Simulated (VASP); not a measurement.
Given:

```xyz
2
Lattice="0.0000 2.1886 2.1886 2.1886 0.0000 2.1886 2.1886 2.1886 0.0000" Properties=species:S:1:pos:R:3 pbc="T T T"
Al     0.0000     0.0000     0.0000
N      1.0943     1.0943     1.0943
```

Calculation: AM05 GGA, VASP's PBE PAW potentials (set 64) (plane waves; VASP). Numerical set-up: 520 eV cut-off, 12×12×12 Γ-centred mesh, tetrahedra with Blöchl corrections, potentials Al N.

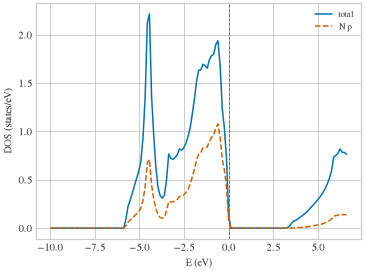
Figure: Total and projected density of states, zero at the valence-band maximum

Within 2 eV below the valence-band maximum the largest weight inside VASP's projection spheres is N p.

The gap is indirect, 3.19 eV, from the valence maximum at Γ to the conduction minimum at X.

The compound is AlN in the zinc blende structure, a metastable form; wurtzite is the usual one. It was relaxed first.
